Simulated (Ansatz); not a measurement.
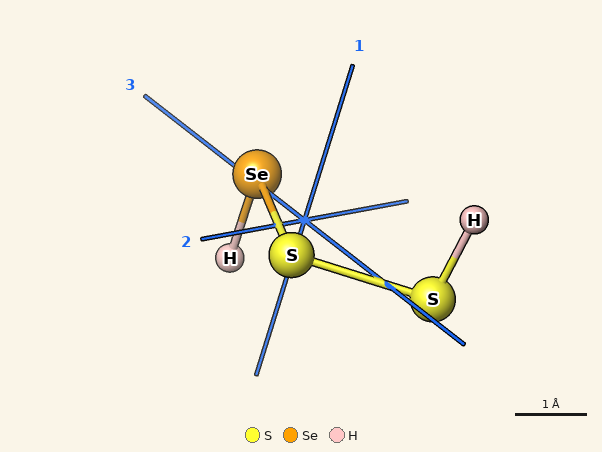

The three principal axes of inertia are drawn and numbered. Depth is shown by fading: the farther an atom, the more it takes the colour of the background. The computed structure is the end point of a PBE-D4/def2-SVP optimisation. No frequency run is at hand to confirm it as a minimum. Masses are those of the most abundant isotopes; constants are for the rigid equilibrium geometry.

**Which line is the a axis (least moment of inertia), which b and which c?**

a is line 3, b is line 2, c is line 1; the moments are 41.3, 315, 349 u Å².

**Classify the rotor and give the rotational constants (MHz).**

An asymmetric top (C1): A = 12226, B = 1604, C = 1450 MHz. Ray's parameter κ is −0.97, close to the prolate limit.
